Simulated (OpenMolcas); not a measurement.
RuF6 (charge −3): single-point calculation (part 2 of 2)

Continued. System: RuF6, charge −3, multiplicity 4. Method: CASPT2/ANO-RCC-VDZ, DKH2 (OpenMolcas 26.06). The geometry is that of the parent species in another charge or spin state. The geometry comes from this level: GFN2-xTB.

Geometry of the input (Å):
```
Ru 0.0004  0.0004  -0.0007
F  -0.0200  -0.0100  2.0696
F  0.0195  0.0108  -2.0697
F  2.0707  0.0048  0.0195
F  -2.0678  -0.0069  -0.0183
F  -0.0073  2.0712  0.0099
F  0.0044  -2.0704  -0.0102
```

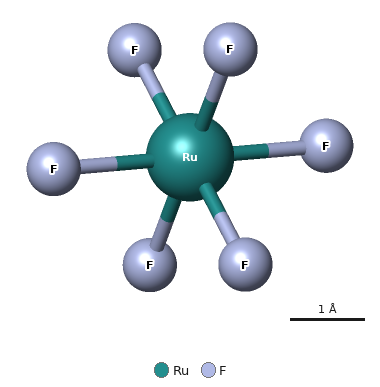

**Figure 1.** The structure as given in the input (ball-and-stick view, seen at a tilt). Sticks mark near contacts.

### What the program printed, continued
```
       68   3   23    1  -124.55855622   -1.05E-03*  1.31E-01*  53  81 1  5.13E-03*  0.30   1.84    QN   YES    0:00:00
       69   4   23    1  -124.55923141   -6.75E-04* -1.13E-01*  53  81 1  4.18E-03*  0.30   1.51    QN   YES    0:00:00
       70   4   22    1  -124.55963819   -4.07E-04* -1.25E-01*  47  58 1  3.57E-03*  0.30   1.28    QN   YES    0:00:00
       71   4   20    1  -124.55991159   -2.73E-04*  1.22E-01*  47  58 1  4.25E-03*  0.30   1.40    QN   YES    0:00:00
       72   4   21    1  -124.56012528   -2.14E-04*  7.58E-02   21  53 1  3.91E-03*  0.30   1.31    QN   YES    0:00:00
       73   4   21    1  -124.56025252   -1.27E-04*  8.06E-02   21  53 1  3.11E-03*  0.30   1.40    QN   YES    0:00:00
       74   4   21    1  -124.56033275   -8.02E-05*  8.50E-02   21  52 1  1.45E-03*  0.30   1.64    QN   YES    0:00:00
       75   4   20    1  -124.56039993   -6.72E-05*  6.46E-02   47  58 1 -1.74E-03*  0.30   1.56    QN   YES    0:00:00
       76   4   19    1  -124.56043972   -3.98E-05*  3.73E-02   21  53 1 -1.25E-03*  0.30   1.48    QN   YES    0:00:00
       77   4   19    1  -124.56045932   -1.96E-05*  2.45E-02   21  53 1 -7.40E-04*  0.30   1.48    QN   YES    0:00:00
       78   4   18    1  -124.56047114   -1.18E-05*  2.29E-02   53  78 1 -6.07E-04*  0.30   1.64    QN   YES    0:00:00
       79   4   17    1  -124.56048009   -8.96E-06*  1.87E-02   21  53 1  4.62E-04*  0.30   1.63    QN   YES    0:00:00
       80   4   17    1  -124.56048562   -5.52E-06*  1.53E-02   21  53 1  5.92E-04*  0.30   1.62    QN   YES    0:00:00
       81   4   17    1  -124.56048852   -2.90E-06*  1.24E-02   21  53 1  4.66E-04*  0.30   1.63    QN   YES    0:00:00
       82   4   17    1  -124.56049019   -1.67E-06*  1.18E-02   21  52 1  2.11E-04*  0.30   1.70    QN   YES    0:00:00
       83   4   16    1  -124.56049136   -1.17E-06* -9.27E-03   23  53 1  1.92E-04*  0.30   1.64    QN   YES    0:00:00
       84   4   16    1  -124.56049213   -7.63E-07* -5.55E-03   23  53 1  1.77E-04*  0.30   1.54    QN   YES    0:00:00
       85   4   15    1  -124.56049254   -4.16E-07* -2.05E-03   21  53 1 -1.28E-04*  0.30   1.49    QN   YES    0:00:00
       86   4   14    1  -124.56049274   -1.99E-07* -7.57E-04   23  49 1 -8.93E-05   0.30   1.70    QN   YES    0:00:00
       87   4   14    1  -124.56049285   -1.11E-07* -9.71E-04   23  49 1 -6.78E-05   0.30   1.59    QN   YES    0:00:00
       88   4   13    1  -124.56049293   -7.52E-08*  8.84E-04   23  49 1 -5.14E-05   0.30   1.62    QN   YES    0:00:00
       89   3   13    1  -124.56049299   -6.25E-08*  1.09E-03   21  49 1 -4.11E-05   0.30   1.79    QN   YES    0:00:00
       90   3   13    1  -124.56049305   -6.56E-08*  1.29E-03   53  81 1  4.54E-05   0.30   1.86    QN   YES    0:00:00
       91   3   13    1  -124.56049312   -6.76E-08*  1.28E-03   53  81 1  4.36E-05   0.30   1.87    QN   YES    0:00:00
       92   3   14    1  -124.56049318   -5.72E-08*  7.85E-04   21  53 1 -3.83E-05   0.30   1.64    QN   YES    0:00:00
       93   3   13    1  -124.56049321   -3.21E-08*  3.44E-04   21  53 1 -2.86E-05   0.30   1.48    QN   YES    0:00:00
       94   3   11    1  -124.56049323   -1.47E-08*  2.15E-04   21  52 1 -1.55E-05   0.30   1.44    QN   YES    0:00:00
       95   1   11    1  -124.56049323   -6.34E-09   3.40E-04   53  81 1 -1.80E-05   0.30   1.24    QN   YES    0:00:00
      Convergence after 95 iterations
       96   3   11    1  -124.56049324   -3.37E-09   3.40E-04   23  52 1 -1.12E-05   0.30   1.24    QN   YES    0:00:00

      ************************************************************************************************************************
                                                      Wave function printout:
                       occupation of active orbitals, and spin coupling of open shells (u,d: Spin up or down)
      ************************************************************************************************************************

      Note: transformation to natural orbitals
      has been made, which may change the order of the CSFs.

      printout of CI-coefficients larger than  0.05 for root  1
      energy=   -5124.560493
      conf/sym  11111111     Coeff  Weight
             9  222uu20u   0.99600 0.99201

      Natural orbitals and occupation numbers for root  1
      sym 1:   1.995788   1.996799   1.995778   1.001865   1.001865   1.996947   0.008914   1.002044

      ************************************************************************************************************************
      *                                                    Final results                                                     *
      ************************************************************************************************************************

++    Final optimization conditions:
      ------------------------------

      Average CI energy                           -5124.56049324
      RASSCF energy for state  1                  -5124.56049324
      Super-CI energy                                -0.00000000
      RASSCF energy change                            0.00000000
      Max change in MO coefficients              -3.292E-04
      Max non-diagonal density matrix element     3.400E-04
      Maximum BLB matrix element                 -1.119E-05
      (orbital pair  23,  52 in symmetry   1)
      Norm of electronic gradient            4.069E-05
--

      Final state energy(ies):
      ------------------------

::    RASSCF root number  1 Total energy:  -5124.56049324
      Von Neumann Entropy (Root   1) =  1.54411

      Mulliken population analysis for root number:  1
      -----------------------------------------------

++    Molecular charges:
      ------------------

      Mulliken charges per centre
      ---------------------------

                RU1     F2      F3      F4      F5      F6      F7
      Total   41.9820  9.8245  9.8242  9.8245  9.8237  9.8606  9.8606

      N-E      2.0180 -0.8245 -0.8242 -0.8245 -0.8237 -0.8606 -0.8606

      Total electronic charge=  101.000000

      Total            charge=   -3.000000
--

      Expectation values of various properties for root number:  1
      -----------------------------------------------------------

++    Molecular properties:
      ---------------------

      Charge (e):
                      =   -3.0000
      Dipole Moment (debye):
      Origin of the operator (angstrom)=    0.0002    0.0002   -0.0003
                   X=  6.1313E-04               Y=  7.2209E-03               Z= -1.4487E-02           Total=  1.6199E-02
      Center of Charge (angstrom)
                     X=   -0.00002506               Y=   -0.00048330               Z=    0.00097638
      Quadrupole Moment (debye*angstrom):
      Origin of the operator (angstrom)=    0.0002    0.0002   -0.0003
                  XX= -9.0213E+01              XY=  3.0258E-03              XZ=  1.4158E-02              YY= -9.1855E+01
                  YZ= -3.3186E-03              ZZ= -9.0240E+01
      In traceless form (debye*angstrom)
                  XX=  8.3422E-01              XY=  4.5387E-03              XZ=  2.1237E-02              YY= -1.6288E+00
                  YZ= -4.9778E-03              ZZ=  7.9458E-01
--

      Mulliken spin population analysis for root number:  1
      ---------------------------------------------------

++    Molecular charges:
      ------------------

      Mulliken spin population per centre
      ---------------------------

                RU1     F2      F3      F4      F5      F6      F7
      Total    2.8663  0.0094  0.0094  0.0093  0.0094  0.0481  0.0481

      Total electronic spin=    3.000000
--

      LoProp population analysis for root number:  1
      -----------------------------------------------

++    LoProp analysis:
      ----------------

++    Static properties:
      ------------------

      LoProp Charges per center

                   RU1      F2       F3       F4       F5       F6       F7
      Nuclear     44.0000   9.0000   9.0000   9.0000   9.0000   9.0000   9.0000
      Electronic -41.9171  -9.8333  -9.8330  -9.8332  -9.8325  -9.8754  -9.8754

      Total        2.0829  -0.8333  -0.8330  -0.8332  -0.8325  -0.8754  -0.8754
--

      Natural Bond Order analysis for root number:  1

++    Natural Bond Order analysis
      ---------------------------
      Based on LoProp computed density
      -------------------------------------------------------------------------------------
      Atom A       Atom B       Bond Order
      -------------------------------------------------------------------------------------
      NBO located      0.979 non-bonded electrons on atom RU1
      NBO located      0.985 non-bonded electrons on atom RU1
      NBO located      0.983 non-bonded electrons on atom RU1
      NBO located      0.983 non-bonded electrons on atom RU1
      NBO located      0.983 non-bonded electrons on atom RU1
      NBO located      0.999 non-bonded electrons on atom RU1
      NBO located      1.000 non-bonded electrons on atom RU1
      NBO located      1.000 non-bonded electrons on atom RU1
      NBO located      1.000 non-bonded electrons on atom RU1
      NBO located      1.000 non-bonded electrons on atom RU1
      NBO located      1.000 non-bonded electrons on atom RU1
      NBO located      1.000 non-bonded electrons on atom RU1
      NBO located      1.000 non-bonded electrons on atom RU1
      NBO located      1.000 non-bonded electrons on atom RU1
      NBO located      1.000 non-bonded electrons on atom RU1
      NBO located      1.000 non-bonded electrons on atom RU1
      NBO located      1.000 non-bonded electrons on atom RU1
      NBO located      1.000 non-bonded electrons on atom RU1
      NBO located      1.000 non-bonded electrons on atom RU1
      NBO located      0.935 non-bonded electrons on atom F2
      NBO located      1.000 non-bonded electrons on atom F2
      NBO located      1.000 non-bonded electrons on atom F2
      NBO located      1.003 non-bonded electrons on atom F2
      NBO located      0.935 non-bonded electrons on atom F3
      NBO located      1.000 non-bonded electrons on atom F3
      NBO located      1.000 non-bonded electrons on atom F3
      NBO located      1.002 non-bonded electrons on atom F3
      NBO located      0.935 non-bonded electrons on atom F4
      NBO located      1.000 non-bonded electrons on atom F4
      NBO located      1.000 non-bonded electrons on atom F4
      NBO located      1.003 non-bonded electrons on atom F4
      NBO located      0.935 non-bonded electrons on atom F5
      NBO located      1.000 non-bonded electrons on atom F5
      NBO located      1.000 non-bonded electrons on atom F5
      NBO located      1.002 non-bonded electrons on atom F5
      NBO located      0.948 non-bonded electrons on atom F6
      NBO located      1.000 non-bonded electrons on atom F6
      NBO located      1.015 non-bonded electrons on atom F6
      NBO located      1.004 non-bonded electrons on atom F6
      NBO located      1.004 non-bonded electrons on atom F6
      NBO located      0.948 non-bonded electrons on atom F7
      NBO located      1.000 non-bonded electrons on atom F7
      NBO located      1.015 non-bonded electrons on atom F7
      NBO located      1.004 non-bonded electrons on atom F7
      NBO located      1.004 non-bonded electrons on atom F7
      The remaining    5.848 electrons are to be considered as diffuse
--

--

      Average orbitals are written to the RASORB file
      Natural orbitals for root   1 are written to the RASORB.1 file
      Spin density orbitals for root   1 are written to the SPDORB.1 file

--- Stop Module: rasscf /rc=_RC_ALL_IS_WELL_ ---
--- Module rasscf spent 23 seconds ---

--- Start Module: caspt2 ---

                                              &CASPT2

                       available to each process: 1.9 GB of memory, 1 thread

++    Wave function specifications:
      -----------------------------

      Number of closed shell electrons          48
      Number of electrons in active shells      11
      Max number of holes in RAS1 space          0
      Max number of electrons in RAS3 space      0
      Number of inactive orbitals               24
      Number of active orbitals                  8
      Number of secondary orbitals              37
      Spin quantum number                      1.5
      State symmetry                             1
      Number of CSFs                           504
      Number of CASSCF root(s) available         1
      CASPT2 state passed to geometry opt.       1
      A file JOBMIX will be created
      This is a CASSCF or RASSCF reference function
--

++    Orbital specifications:
      -----------------------

      Symmetry species                           1
                                                 a
      Frozen orbitals                           21
      Inactive orbitals                         24
      Active orbitals                            8
      Secondary orbitals                        37
      Deleted orbitals                           0
      Number of basis functions                 90
--

++    CASPT2 specifications:
      ----------------------

      Type of calculation                        SS-CASPT2
      Fock operator                              state-specific
      IPEA shift                                 0.00
      Real shift                                 0.00
      Imaginary shift                            0.30
      The input orbitals will be transformed to quasi-canonical
--

--------------------------------------------------------------------------------
 Estimated memory requirements:
  POLY3 :                   308366
  RHS:                      690844
  SIGMA :                   789904
  PRPCTL:                        0
 Available workspace:    232477004

++ CASPT2 computation for group   1

********************************************************************************
 Multi-State initialization phase begins for group   1
--------------------------------------------------------------------------------
********************************************************************************
 Compute H0 matrices for state    1
--------------------------------------------------------------------------------
--------------------------------------------------------------------------------
 H0 matrices have been computed.

********************************************************************************
  CASPT2 EQUATION SOLUTION
--------------------------------------------------------------------------------

  Total nr of CASPT2 parameters:
   Before reduction:     1035440
   After  reduction:     1032704

 Variance of |WF0>:       3.2310260515

 The contributions to the second order correlation energy in atomic units.
-----------------------------------------------------------------------------------------------------------------------------
  IT.      VJTU        VJTI        ATVX        AIVX        VJAI        BVAT        BJAT        BJAI        TOTAL       RNORM
-----------------------------------------------------------------------------------------------------------------------------
   1    -0.002841   -0.002568   -0.021351   -0.025765   -0.051945   -0.036381   -0.100673   -0.676739   -0.918263    0.021628
   2    -0.003053   -0.002675   -0.021743   -0.026219   -0.052685   -0.036625   -0.100868   -0.678238   -0.922106    0.004519
   3    -0.003047   -0.002688   -0.021718   -0.026212   -0.052683   -0.036607   -0.100766   -0.678064   -0.921786    0.001142
   4    -0.003052   -0.002697   -0.021705   -0.026195   -0.052666   -0.036594   -0.100752   -0.677970   -0.921631    0.000300
   5    -0.003052   -0.002697   -0.021706   -0.026195   -0.052667   -0.036596   -0.100757   -0.677984   -0.921654    0.000071
   6    -0.003052   -0.002697   -0.021706   -0.026195   -0.052667   -0.036596   -0.100758   -0.677990   -0.921662    0.000016
   7    -0.003052   -0.002697   -0.021706   -0.026195   -0.052667   -0.036596   -0.100758   -0.677989   -0.921661    0.000004
-----------------------------------------------------------------------------------------------------------------------------

  FINAL CASPT2 RESULT:

      Reference energy:       -5124.5604932358
      E2 (Non-variational):      -0.9216602795
      Shift correction:          -0.0099508261
      E2 (Variational):          -0.9316111056
      Total energy:           -5125.4921043414
      Residual norm:              0.0000008197
      Reference weight:           0.76827

      Contributions to the CASPT2 correlation energy
      Active & Virtual Only:         -0.0583025007
      One Inactive Excited:          -0.1300047911
      Two Inactive Excited:          -0.7333529876

++ Denominators, etc.
--------------------------------------------------------------------------------------------------------------
 Report on small energy denominators, large coefficients, and large energy contributions.
CASE  SYMM ACTIVE-MIX  NON-ACTIVE INDICES          DENOMINATOR     RHS VALUE       COEFFICIENT     CONTRIBUTION
VJTU     1  Mu1.0028  In1.031                       1.36582209      0.03361397     -0.02639809     -0.00088734
VJTU     1  Mu1.0001  In1.043                       0.29440066     -0.00003103      0.00039933     -0.00000001
VJTU     1  Mu1.0002  In1.043                       0.29446908      0.00000020     -0.00000363     -0.00000000
VJTU     1  Mu1.0001  In1.044                       0.29435297     -0.00000037      0.00000412     -0.00000000
VJTU     1  Mu1.0002  In1.044                       0.29442139     -0.00003095      0.00039969     -0.00000001
VJTU     1  Mu1.0001  In1.045                       0.22050762      0.00000005     -0.00000024     -0.00000000
VJTU     1  Mu1.0002  In1.045                       0.22057604     -0.00000167      0.00000268     -0.00000000
ATVX     1  Mu1.0001  Se1.054                       0.14517615      0.00002898      0.00008481      0.00000000
ATVX     1  Mu1.0002  Se1.054                       0.22729278     -0.00000004      0.00000013     -0.00000000
ATVX     1  Mu1.0003  Se1.054                       0.22736088      0.00000002     -0.00000004     -0.00000000
AIVX     1  Mu1.0024  In1.045 Se1.078               2.72152427     -0.07068340      0.02588155     -0.00182940
--

   (Skipping property calculation,
    use PROP keyword to activate)
--

  Total CASPT2 energies:
::    CASPT2 Root  1     Total energy:  -5125.49210434

  A NEW JOBIPH FILE NAMED 'JOBMIX' IS PREPARED.
********************************************************************************
--- Stop Module: caspt2 /rc=_RC_ALL_IS_WELL_ ---
--- Module caspt2 spent 3 seconds ---

.##################.
.# Happy landing! #.
.##################.

    Timing: Wall=31.46 User=29.92 System=1.52
```

### Results in brief

```csv
quantity,value
outcome,converged
total energy,−5125.492104 hartree
CASSCF energy,−5124.560493 hartree
basis functions,90
wall time,32 s
peak memory,0.29 GiB
```
